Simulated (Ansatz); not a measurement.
**Bands, cutoff and cost in G0W0 for SiSO (1T monolayer (Janus))**

Aim: see how the G0W0 gap of SiSO (1T monolayer (Janus)) on PBEsol moves with empty bands and screening cutoff, and what each rung costs.

Program: Ansatz 0.2.0. Level of theory: G0W0 on PBEsol, plane waves, PAW; PAW set soft_1. Results are calculated unless marked as measured.

**1. Set-up**

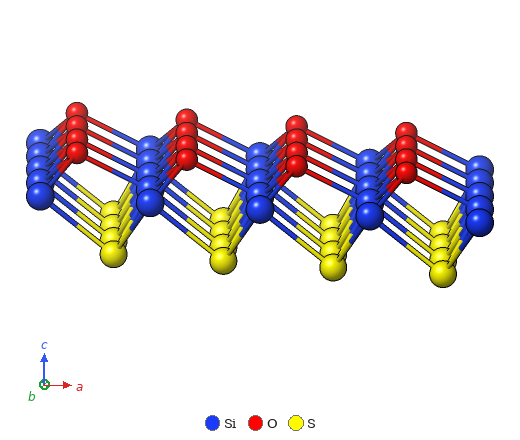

The cell as given, nearly edge on (silicon blue, oxygen red, sulfur yellow). 4×4×1 cells are drawn. Some periodic images of atoms are drawn too.

The cell holds 3 atoms: 1 Si, 1 O and 1 S. Its edges and angles: a = 2.982 Å, b = 2.982 Å, c = 27.700 Å, α = 90.0°, β = 90.0°, γ = 120.0°. Vacuum lies along c.

The structure was relaxed with PBEsol. The runs that relaxed it are not among those shown. The Coulomb interaction is cut off across the vacuum.

**2. 67 empty bands, screening to 27 eV**

Now the one-shot GW correction: screening in the RPA, then the self-energy of the levels asked for. This step takes PAW set soft_1 files.

File input.yaml:

```yaml
crystal:
  lattice:
    - [2.9816107688, 0.0, 0.0]
    - [-1.4908053844, 2.58215067, 0.0]
    - [0.0, 0.0, 27.7]
  atoms:
    - { symbol: Si, position: [0.0, 0.0, 0.509127614] }
    - { symbol: O, position: [0.3333333333, 0.6666666667, 0.540403649] }
    - { symbol: S, position: [0.6666666667, 0.3333333333, 0.459596351] }
  periodic: [true, true, false]
kpoints:
  mp_grid: { grid: [6, 6, 1] }
hamiltonian:
  xc: pbesol
  pseudopotentials: { kind: paw, azcp: { folder: soft_1 }, xc_functional: pbe }
scf:
  occupations: { method: fixed }
gw:
  n_empty_bands: 67
  ecut_chi: 27.0
  qp_bands: [v2, c2]
  qp_kpoints: band_edges
  screening: { model: contour_deformation }
```

Started as:

```
ansatz run input.yaml --threads 4 --pin off --max-ram 17510MiB --backend cpu --events-out ev --progress --plain --runs-dir out
```

Numbers of over 12 decimals in the logs are rounded to 6 here.

What it wrote:

```text
Engine: ansatz 0.2.0, aarch64-unknown-linux-gnu
Pseudopotentials: kind: paw
Pseudopotential: Si, paw, valence charge 4, recommended cutoff 420 eV (normal), soft_1/Si.paw.azcp
Pseudopotential: O, paw, valence charge 6, recommended cutoff 420 eV (normal), soft_1/O.paw.azcp
Pseudopotential: S, paw, valence charge 6, recommended cutoff 420 eV (normal), soft_1/S.paw.azcp
Functional definition: PBEsol
  exchange = pbesol_x
  correlation = pbesol_c
Crystal: 3 atoms, lattice volume = 213.261 Å³
Basis set: ecut = 420 eV, 4077 PW (Γ)
Bands: 12, of which v1, the nominal top of the filled ones, is band 8 counted from 1 (7 counted from 0)
Symmetry: 6 space group operations
Space group: P3m1 (ITA 156), of the structure as read, at distance tolerance 6.0e-5 Å
k-points: 7 of 36 (time reversal used)
Non-local potential: Si, projectors of the file, l = 0: 2, l = 1: 2, l = 2: 1
Non-local potential: O, projectors of the file, l = 0: 2, l = 1: 2, l = 2: 1
Non-local potential: S, projectors of the file, l = 0: 2, l = 1: 2, l = 2: 1
PAW form: soft (Blöchl's): semilocal exchange-correlation on the pseudo side does not see the compensation charge
PAW frozen core: Si, regenerated for the run's functional, and the local potential with it (the file was generated under x = pbe(κ = 0.804, μ = 0.219515), c = pbe(β = 0.066725))
PAW frozen core: O, regenerated for the run's functional, and the local potential with it (the file was generated under x = pbe(κ = 0.804, μ = 0.219515), c = pbe(β = 0.066725))
PAW frozen core: S, regenerated for the run's functional, and the local potential with it (the file was generated under x = pbe(κ = 0.804, μ = 0.219515), c = pbe(β = 0.066725))
PAW one-centre angular grid: Si, 110 points (default); XC on 64 Gauss nodes
PAW one-centre angular grid: O, 110 points (default); XC on 64 Gauss nodes
PAW one-centre angular grid: S, 110 points (default); XC on 64 Gauss nodes
Initial density: superposition of atomic densities (neutral atoms: chi_scale 0, normalization atom)
Initial wavefunctions: pseudopotential atomic-orbital guess
Functional: x = pbesol(κ = 0.804, μ = 0.123457), c = pbesol(β = 0.046)
SCF iter   1: F=—  HF=-2069.638288 eV  |F-HF|=—  |Δ(HF+E_count)|=         —  Δρ=4.45e-2  dr2=4.37e0  ethr=3.10e-3  ⟨swp⟩=10.0  Hψ=777  notcnv=0  defer=15
preconditioner: auto → none  [insulator: Δε(μ)=1.960 eV  Ē_g=12.400 eV  n_scr=14 (ndim 8)  ℏωp=9.5 eV  f_vac=0.772  ε∞_Penn≈1.6]
SCF iter   2: F=—  HF=-2069.163481 eV  |F-HF|=—  |Δ(HF+E_count)|=   4.75e-1  Δρ=3.84e-2  dr2=4.86e0  ethr=3.10e-3  ⟨swp⟩=6.6  Hψ=383  notcnv=0  defer=14
SCF iter   3: F=—  HF=-2068.656610 eV  |F-HF|=—  |Δ(HF+E_count)|=   5.07e-1  Δρ=1.43e-2  dr2=1.74e0  ethr=3.10e-3  ⟨swp⟩=6.9  Hψ=373  notcnv=0  defer=15
SCF iter   4: F=—  HF=-2068.419125 eV  |F-HF|=—  |Δ(HF+E_count)|=   2.37e-1  Δρ=7.36e-3  dr2=1.28e-1  ethr=3.10e-3  ⟨swp⟩=4.6  Hψ=224  notcnv=0  defer=14
SCF iter   5: F=—  HF=-2068.401486 eV  |F-HF|=—  |Δ(HF+E_count)|=   1.76e-2  Δρ=2.64e-3  dr2=6.56e-3  ethr=7.97e-4  ⟨swp⟩=3.4  Hψ=189  notcnv=0  defer=14
SCF iter   6: F=—  HF=-2068.401394 eV  |F-HF|=—  |Δ(HF+E_count)|=   9.23e-5  Δρ=5.07e-4  dr2=2.57e-4  ethr=4.10e-5  ⟨swp⟩=4.4  Hψ=196  notcnv=0  defer=14
SCF iter   7: F=—  HF=-2068.401440 eV  |F-HF|=—  |Δ(HF+E_count)|=   4.63e-5  Δρ=1.04e-4  dr2=1.08e-5  ethr=1.61e-6  ⟨swp⟩=2.9  Hψ=166  notcnv=0  defer=14
SCF iter   8: F=—  HF=-2068.401446 eV  |F-HF|=—  |Δ(HF+E_count)|=   6.38e-6  Δρ=1.79e-5  dr2=5.92e-7  ethr=6.73e-8  ⟨swp⟩=3.3  Hψ=183  notcnv=0  defer=14
SCF iter   9: F=-2068.401446 eV  HF=-2068.401446 eV  |F-HF|=9.68e-10  |Δ(HF+E_count)|=   2.89e-8  Δρ=3.80e-6  dr2=1.46e-8  ethr=6.25e-10  ⟨swp⟩=18.0  Hψ=838  notcnv=0
SCF 1 converged in 9 iterations: F = -2068.401446 eV  dr2 = 1.46e-8
  greatest PAW one-centre occupation: 0.865 electrons in one spin orbital (limit 2), on the S atom at site 2 (counted from 0), in its partial waves of l = 0
NSCF: frozen V_eff on 7 k-points
G₀W₀ screening: q 1/7
[... further progress lines ...]
SCF converged after 9 iterations
Free energy (F): -2068.401446 eV
Harris-Foulkes:  -2068.401446 eV  (|F-HF|=9.68e-10)
Internal energy: -2068.401446 eV  (E = F + TS)
E sigma→0 (E₀):  -2068.401446 eV
Fermi energy:    -5.375410 eV
--- Per-component energies (eV) ---
  E_band       = -215.063136
  E_kinetic    = 322.906615
  E_local      = -17492.598416  (includes V_loc(G=0)·N_el)
  E_nonlocal   = 107.300657
  E_hartree    = 8563.048515
  E_xc         = -217.167680
  E_vxc        = -224.598277  (∫ρ·V_xc dr)
  E_paw        = -1246.587720  (= ΣΔE_a)
  E_vpaw       = -54.169129  (= ΣTr[D̂ρ^β])
  E_aug_tail   = 0.000802  (compensation charges beyond the density's cutoff)
  E_ewald      = 7894.566984
  E_core_change = 0.128798  (= ΣΔE_core)
  E_smearing   = -0.000000  (= −TS)
  E_closure    = 0.000000  (closes the sum)
  Σ components = -2068.401446   (vs F -2068.401446, Δ=0.00e0)
--- Band table (eV; the first three rows and the last of 7) ---
  k-point 0: bands = [... 4 lower, -10.1598, -8.4498, -5.3754, -5.3754, -4.1968, -0.5506 (-0.5567°), -0.0290, 0.3867]
  k-point 1: bands = [... 4 lower, -10.4896, -8.1986, -7.7264, -5.9118, -3.0333, -0.5948 (-0.5948°), -0.0185, 0.6059]
  k-point 2: bands = [... 4 lower, -11.0642, -10.0179, -7.9567, -6.7226, -3.1697, -0.5598, 0.1919, 1.9917]
  k-point 6: bands = [... 4 lower, -12.1887, -11.5147, -8.4943, -7.7042, -1.9998, 0.0908, 1.5523, 2.3924]
  ° read free of the cell's end (the report's vacuum.weakly_bound_levels)
--- G₀W₀: contour deformation, 6 samples at zero and on the imaginary axis and 2 off it, 36 q-points, 67 empty bands' worth ---
  eigenvalues of the whole cell's RPA ε∞ on this k-mesh (on a slab, of 1 + 4πα/V) = 1.1290, 2.2076, 2.2076; static W/v taken at q = 0 is 0.625815
  gw.qp_kpoints: band_edges: 5 of 7 stored k-points solved, in 1 pass; an edge of the gap read off the rows below is read off those points alone
    valence top: of the k-points left out ik 4 came nearest to being solved in a further pass, in band 8 (counted from 1, as in the quasiparticle table): it holds the edge there only if its correction is more favourable than any solved in that band by at least 1.872 eV; those differ by 0.387 eV
    conduction bottom: of the k-points left out ik 4 came nearest to being solved in a further pass, in band 10 (counted from 1, as in the quasiparticle table): it holds the edge there only if its correction is more favourable than any solved in that band by at least 2.580 eV; those differ by 1.486 eV
    ik  band        ε_KS         Σx   Σc(E_QP)       V_xc       Z   E_QP_lin       E_QP  E_QP is
     0     7     -5.3754   -19.0133     2.1425   -16.6807  0.7957    -5.5660    -5.5654  root
     0     8     -5.3754   -19.0133     2.1425   -16.6807  0.7957    -5.5660    -5.5654  root
     0     9     -4.1968    -9.4817    -3.2955   -14.1169  0.8110    -2.8283    -2.8572  root
     0    10     -0.5506    -1.2280    -1.3522    -2.7790  0.9078    -0.3510    -0.3517  root
     1     7     -7.7264   -19.8752     2.8840   -16.5192  0.7716    -8.2039    -8.1983  root
     1     8     -5.9118   -19.2023     2.2949   -16.6640  0.7917    -6.1561    -6.1551  root
     1     9     -3.0333   -10.3428    -3.4347   -15.3131  0.8024    -1.4656    -1.4978  root
     1    10     -0.5948    -7.7760    -3.4566   -12.8309  0.8018     1.0376     1.0036  root
     2     7     -7.9567   -21.7951     3.5322   -17.4419  0.7705    -8.7963    -8.7777  root
     2     8     -6.7226   -19.5176     2.5749   -16.6106  0.7845    -7.0571    -7.0548  root
     2     9     -3.1697    -9.7180    -3.3136   -14.6646  0.8009    -1.4989    -1.5367  root
     2    10     -0.5598    -8.5829    -3.7795   -13.9855  0.7953     1.0923     1.0633  root
     3     7     -8.0745   -20.0297     3.1284   -16.2062  0.7713    -8.7810    -8.7695  root
     3     8     -7.0534   -19.6377     2.6916   -16.5789  0.7815    -7.4231    -7.4206  root
     3     9     -4.0266    -9.7210    -3.0765   -14.3279  0.8044    -2.4601    -2.4962  root
     3    10     -0.3625    -8.4952    -3.6061   -13.7864  0.8042     1.3734     1.3226  root
     6     7     -8.4943   -23.2424     4.1374   -18.1862  0.7609    -9.4437    -9.4131  root
     6     8     -7.7042   -19.8732     2.8899   -16.4062  0.7779    -8.2887    -8.2812  root
     6     9     -1.9998   -10.5694    -3.5466   -15.8254  0.7891    -0.2341    -0.2904  root
     6    10      0.0908    -8.2280    -3.7237   -13.5716  0.7861     1.7424     1.7108  root
```

Wall time 8 s (4 threads of Arm Neoverse V1, shared host); peak memory 0.57 GiB; 29 s of CPU time.

Reading the cycles: dr2 is the Hartree energy of the density residual (eV), the measure of convergence; HF is the Harris–Foulkes estimate of the energy, which meets the free energy F at convergence.

This step gave:

* bands summed: 75
* plane waves in the screening matrix: 77
* q-points in the mesh: 36
* G0W0 gap on the mesh: 2.708 eV
* k of the valence top: 0, 0, 0
* k of the conduction bottom: 0, 0, 0
* starting gap on the mesh: 1.179 eV
* Z at the valence top: 0.7957
* Z at the conduction bottom: 0.8110
* least direct G0W0 gap on the computed points: 2.708 eV

The gap on the mesh goes from 1.18 eV to 2.71 eV, a correction of +1.53 eV. Between the two edge states, bare exchange in place of the xc potential would open the gap by 6.97 eV, and correlation takes back 5.44 eV.

**3. 192 empty bands, screening to 54 eV**

Bands and screening cutoff are moved together, since each hides the error of the other.

input.yaml: that of step 2 with these lines changed.

```diff
@@ -18,4 +18,4 @@
 gw:
-  n_empty_bands: 67
-  ecut_chi: 27.0
+  n_empty_bands: 192
+  ecut_chi: 54.0
   qp_bands: [v2, c2]
```

What it wrote:

```text
[...]
Crystal: 3 atoms, lattice volume = 213.261 Å³
Basis set: ecut = 420 eV, 4077 PW (Γ)
Bands: 12, of which v1, the nominal top of the filled ones, is band 8 counted from 1 (7 counted from 0)
Symmetry: 6 space group operations
[...]
k-points: 7 of 36 (time reversal used)
[...]
SCF iter   1: F=—  HF=-2069.638288 eV  |F-HF|=—  |Δ(HF+E_count)|=         —  Δρ=4.45e-2  dr2=4.37e0  ethr=3.10e-3  ⟨swp⟩=10.0  Hψ=777  notcnv=0  defer=15
[...]
SCF iter   9: F=-2068.401446 eV  HF=-2068.401446 eV  |F-HF|=9.68e-10  |Δ(HF+E_count)|=   2.89e-8  Δρ=3.80e-6  dr2=1.46e-8  ethr=6.25e-10  ⟨swp⟩=18.0  Hψ=838  notcnv=0
SCF 1 converged in 9 iterations: F = -2068.401446 eV  dr2 = 1.46e-8
[...]
NSCF: frozen V_eff on 7 k-points
G₀W₀ screening: q 1/7
[... further progress lines ...]
SCF converged after 9 iterations
Free energy (F): -2068.401446 eV
[...]
Internal energy: -2068.401446 eV  (E = F + TS)
E sigma→0 (E₀):  -2068.401446 eV
Fermi energy:    -5.375410 eV
[...]
--- Band table (eV; the first three rows and the last of 7) ---
  k-point 0: bands = [... 4 lower, -10.1598, -8.4498, -5.3754, -5.3754, -4.1968, -0.5506 (-0.5567°), -0.0290, 0.3867]
  k-point 1: bands = [... 4 lower, -10.4896, -8.1986, -7.7264, -5.9118, -3.0333, -0.5948 (-0.5948°), -0.0185, 0.6059]
  k-point 2: bands = [... 4 lower, -11.0642, -10.0179, -7.9567, -6.7226, -3.1697, -0.5598, 0.1919, 1.9917]
  k-point 6: bands = [... 4 lower, -12.1887, -11.5147, -8.4943, -7.7042, -1.9998, 0.0908, 1.5523, 2.3924]
  ° read free of the cell's end (the report's vacuum.weakly_bound_levels)
[...]
0     7     -5.3754   -19.0133     1.8073   -16.6807  0.7828    -5.9054    -5.9007  root
     0     8     -5.3754   -19.0133     1.8073   -16.6807  0.7828    -5.9054    -5.9007  root
     0     9     -4.1968    -9.4817    -3.5105   -14.1169  0.8047    -3.0322    -3.0722  root
     0    10     -0.5506    -1.2280    -1.3784    -2.7790  0.9050    -0.3780    -0.3780  root
     1     7     -7.7264   -19.8752     2.7055   -16.5192  0.7603    -8.3883    -8.3769  root
     1     8     -5.9118   -19.2023     1.9933   -16.6640  0.7791    -6.4622    -6.4567  root
     1     9     -3.0333   -10.3428    -3.6121   -15.3131  0.7939    -1.6580    -1.6751  root
     1    10     -0.5948    -7.7760    -3.7469   -12.8309  0.7934     0.7155     0.7134  root
[...]
6     7     -8.4943   -23.2424     4.2380   -18.1862  0.7464    -9.3337    -9.3125  root
     6     8     -7.7042   -19.8732     2.7118   -16.4062  0.7649    -8.4729    -8.4594  root
     6     9     -1.9998   -10.5694    -3.7413   -15.8254  0.7786    -0.4493    -0.4851  root
     6    10      0.0908    -8.2280    -3.9765   -13.5716  0.7800     1.4707     1.4580  root
```

Elapsed: 28 s, on 4 threads; peak memory 1.3 GiB.

Numbers from this step:

```
bands summed                                 : 200
plane waves in the screening matrix          : 183
q-points in the mesh                         : 36
G0W0 gap on the mesh                         : 2.828 eV
k of the valence top                         : 0, 0, 0
k of the conduction bottom                   : 0, 0, 0
starting gap on the mesh                     : 1.179 eV
Z at the valence top                         : 0.7828
Z at the conduction bottom                   : 0.8047
least direct G0W0 gap on the computed points : 2.828 eV
```

Against the run with 6×6×1 mesh, 67 empty bands, screening to 27 eV, PAW set soft_1 files, the gap moves by +0.12 eV.

**4. 413 empty bands, screening to 90 eV**

input.yaml: that of step 3 with these lines changed.

```diff
@@ -17,5 +17,6 @@
   occupations: { method: fixed }
+  convergence: { dr2_threshold: 1.0e-10 }
 gw:
-  n_empty_bands: 192
-  ecut_chi: 54.0
+  n_empty_bands: 413
+  ecut_chi: 90.0
   qp_bands: [v2, c2]
```

What it wrote:

```text
[...]
Crystal: 3 atoms, lattice volume = 213.261 Å³
Basis set: ecut = 420 eV, 4077 PW (Γ)
Bands: 12, of which v1, the nominal top of the filled ones, is band 8 counted from 1 (7 counted from 0)
Symmetry: 6 space group operations
[...]
k-points: 7 of 36 (time reversal used)
[...]
3    10     -0.3625    -8.4951    -4.0544   -13.7863  0.7919     0.8510     0.8743  root ?
     6     7     -8.4943   -23.2424     4.0880   -18.1862  0.7416    -9.4939    -9.4624  root
     6     8     -7.7042   -19.8732     2.4802   -16.4062  0.7596    -8.7201    -8.6910  root
     6     9     -1.9997   -10.5694    -3.9307   -15.8254  0.7740    -0.6621    -0.6744  root
     6    10      0.0908    -8.2280    -4.2164   -13.5716  0.7780     1.2903     1.2181  root
[key lines of the parts left out:]
SCF converged after 11 iterations
Free energy (F): -2068.401446 eV
Fermi energy:    -5.375425 eV
```

Wall time 2.1 min (4 threads); peak memory 3 GiB.

Numbers from this step:

```yaml
bands_summed: 421
plane_waves_in_the_screening_matrix: 391
g0w0_gap_on_the_mesh: 3.067 eV
k_of_the_valence_top: 0, 0, 0
k_of_the_conduction_bottom: 0, 0, 0
starting_gap_on_the_mesh: 1.179 eV
least_direct_g0w0_gap_on_the_computed_points: 3.067 eV
```

Against the run with 6×6×1 mesh, 192 empty bands, screening to 54 eV, PAW set soft_1 files, the gap moves by +0.24 eV.

**5. 759 empty bands, screening to 135 eV**

input.yaml: that of step 4 with these lines changed.

```diff
@@ -17,6 +17,5 @@
   occupations: { method: fixed }
-  convergence: { dr2_threshold: 1.0e-10 }
 gw:
-  n_empty_bands: 413
-  ecut_chi: 90.0
+  n_empty_bands: 759
+  ecut_chi: 135.0
   qp_bands: [v2, c2]
```

What it wrote:

```text
[...]
Crystal: 3 atoms, lattice volume = 213.261 Å³
Basis set: ecut = 420 eV, 4077 PW (Γ)
Bands: 12, of which v1, the nominal top of the filled ones, is band 8 counted from 1 (7 counted from 0)
Symmetry: 6 space group operations
[...]
k-points: 7 of 36 (time reversal used)
[...]
3    10     -0.3625    -8.4952    -4.2465   -13.7864  0.7913     0.7220     0.6822  root
     6     7     -8.4943   -23.2424     3.9458   -18.1862  0.7397    -9.6663    -9.6048  root
     6     8     -7.7042   -19.8732     2.3285   -16.4062  0.7576    -8.9188    -8.8427  root ?
     6     9     -1.9998   -10.5694    -4.1277   -15.8254  0.7724    -0.8135    -0.8714  root
     6    10      0.0908    -8.2280    -4.3064   -13.5716  0.7767     1.1665     1.1280  root
[key lines of the parts left out:]
SCF converged after 9 iterations
Free energy (F): -2068.401446 eV
Fermi energy:    -5.375410 eV
```

Wall time 8 min (4 threads); peak memory 6.8 GiB; 30 min of CPU time.

Numbers from this step:

```
bands summed                                 : 767
plane waves in the screening matrix          : 743
G0W0 gap on the mesh                         : 3.227 eV
k of the valence top                         : 0, 0, 0
k of the conduction bottom                   : 0, 0, 0
starting gap on the mesh                     : 1.179 eV
least direct G0W0 gap on the computed points : 3.227 eV
```

Against the run with 6×6×1 mesh, 413 empty bands, screening to 90 eV, PAW set soft_1 files, the gap moves by +0.16 eV.

(Continued in part 2 of 2.)

[Paths, hosts, dates, memory and timing lines, banners, echoed tables and standing remarks are left out of the program output.]

[Logs are printed without paths, hosts, clocks, repeated set-up lines and the standing remarks that a program may print on its own settings, such as how far it seeks lower states.]

[Runs of the session that timed out or met a known fault of the program may be left out.]

[Cells called generated may have been cut or substituted from an entry of the Crystallography Open Database or the Materials Project.]

[Hosts, paths, dates, database ids (printed as entryN), source tags and the programs' standing remarks are cut or masked in the printed files.]
